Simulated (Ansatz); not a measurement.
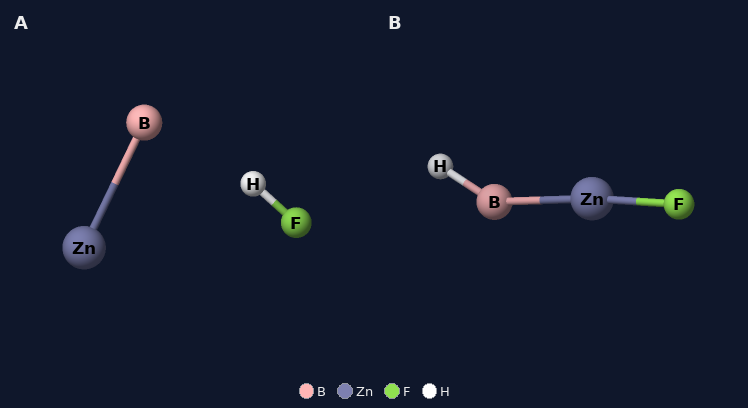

2 stationary structures of one formula. Charge 0, doublet. Geometries: PBE0-D4/def2-TZVP. Electronic energies: PBE-D4/def2-TZVPP (Ansatz 0.2.0), without zero-point energy. No frequency run is at hand to confirm each as a minimum.

Which is lowest in energy, and by how much?

B is lowest; A lies 55.5 kcal/mol above it (Cs).

Give E(B) − E(A) in kcal/mol at these levels too: PBE0-D4/def2-TZVPP; PBE-D4/def2-TZVPP; UHF-CCSD(T) (frozen core) with 3s3p of Cu, Zn/def2-TZVPP; r2SCAN-D4/def2-TZVPP; PBE0-D4/def2-TZVP; ωB97M-V/def2-TZVPP; B3LYP-D4/def2-TZVPP.

| level | E(B) − E(A) (kcal/mol) |
| --- | --- |
| PBE0-D4/def2-TZVPP | −59.9 |
| PBE-D4/def2-TZVPP | −55.5 |
| UHF-CCSD(T) (frozen core) with 3s3p of Cu, Zn/def2-TZVPP | −58.3 |
| r2SCAN-D4/def2-TZVPP | −64.6 |
| PBE0-D4/def2-TZVP | −60.6 |
| ωB97M-V/def2-TZVPP | −63.7 |
| B3LYP-D4/def2-TZVPP | −56.7 |

The determinant isn't a pure spin state (⟨S²⟩ up to 1.45).
